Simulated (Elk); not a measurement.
Band structure of Nb (Im-3m, 1 atom in the cell).

```
CELL_PARAMETERS angstrom
     -1.63400     1.63400     1.63400
      1.63400    -1.63400     1.63400
      1.63400     1.63400    -1.63400
ATOMIC_POSITIONS crystal
  Nb 0.00000 0.00000 0.00000
```

Level of theory: PBE, all-electron FP-LAPW, Elk's shipped species files, APW+lo basis with extra local orbitals (Elk).

Settings: xctype = 20; rgkmax = 8; stype = 0; swidth = 0.00183747 Ha; ngridk = 11 11 11; gmaxvr = 16 1/bohr; nxlo = 2; lorbcnd = true; rmtscf = 0.97; lmaxi = 3; maxscl = 100.

The starting cell has typed, rounded lattice constants, without a prior relaxation at this level. Its lattice was rescaled by a random factor within 2.5 % of one. Spin polarisation is off. Values depend on the basis (sphere radii, cutoffs, local orbitals), which need not be converged.

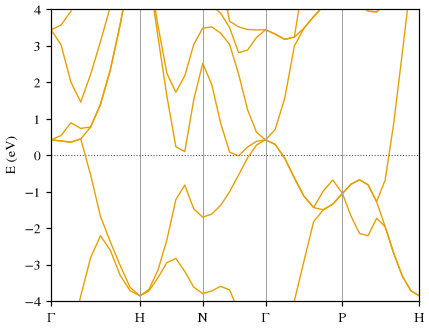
*Bands along the path, energies from the Fermi level.*

Levels in eV from the Fermi level, bands 3 to 10:
| point | 3 | 4 | 5 | 6 | 7 | 8 | 9 | 10 |
|---|---|---|---|---|---|---|---|---|
| Γ | -29.46 | -29.46 | -5.91 | 0.42 | 0.42 | 0.42 | 3.44 | 3.44 |
| H | -30.49 | -30.49 | -3.86 | -3.86 | 5.89 | 5.89 | 5.89 | 9.40 |
| N | -29.94 | -29.48 | -3.80 | -1.70 | 2.52 | 3.48 | 4.20 | 6.71 |
| P | -30.23 | -30.23 | -1.05 | -1.05 | -1.05 | 4.33 | 4.33 | 9.87 |

Bands cross the Fermi level along this path, so the cell is metallic at this level.
